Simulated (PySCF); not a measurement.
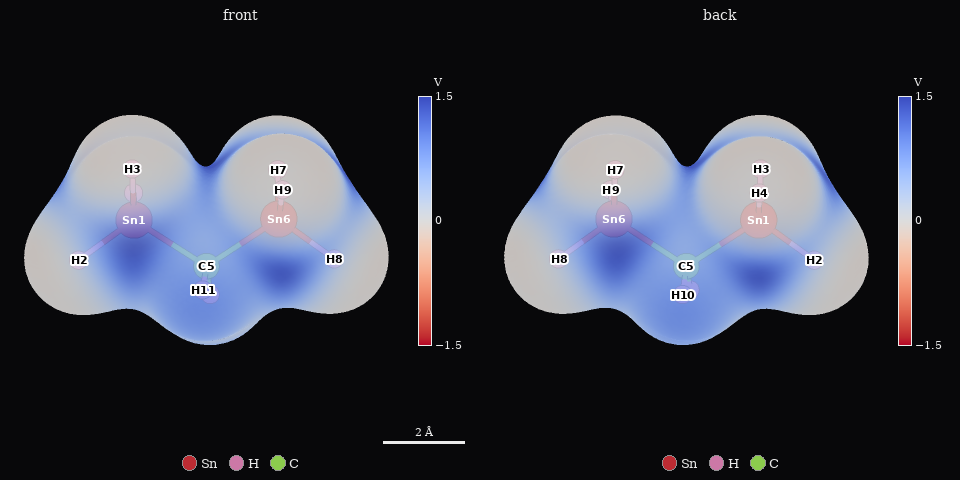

CH8Sn2 ((H3Sn)2CH2). The electrostatic potential painted on the density surface at 0.002 e/bohr³, seen from the front and from behind; red is negative and blue positive.

Geometry: PBE0-D3(BJ)/def2-SVP; core potentials replace the inner electrons of Sn.

Method: CAM-B3LYP/def2-SVPD, SCF density, gas phase, scalar-relativistic core potentials on the heavy atoms in PySCF.

The calculation's input:

```
{"job": {"kind": "uv", "xc": "CAM-B3LYP", "basis": "def2-SVPD", "ip": true, "nstates": 10}, "charge": 0, "multiplicity": 1}
Sn     1.297475     0.912509     0.923167
H      1.772227     2.560227     0.997798
H      0.666294     0.438079     2.447241
H      2.663199    -0.058177     0.557547
C     -0.203790     0.632734    -0.595881
Sn    -1.154514    -1.300127    -0.572318
H      0.028900    -2.521686    -0.342072
H     -1.972635    -1.581936    -2.054772
H     -2.280657    -1.357656     0.719412
H      0.262335     0.788137    -1.580876
H     -0.980785     1.402396    -0.468346
```

Launched as:

```sh
OMP_NUM_THREADS=1 python probes_run.py task.json out
```

Which sites attract a positive test charge, and which a negative one?

A positive charge is drawn to the negative regions and a negative charge to the positive ones. The most negative region (about −0.1 V) lies over the H atoms, the most positive (about +1.4 V) over Sn1 and Sn6.

How polar is the molecule by this calculation?

Its dipole moment is 0.76 D.
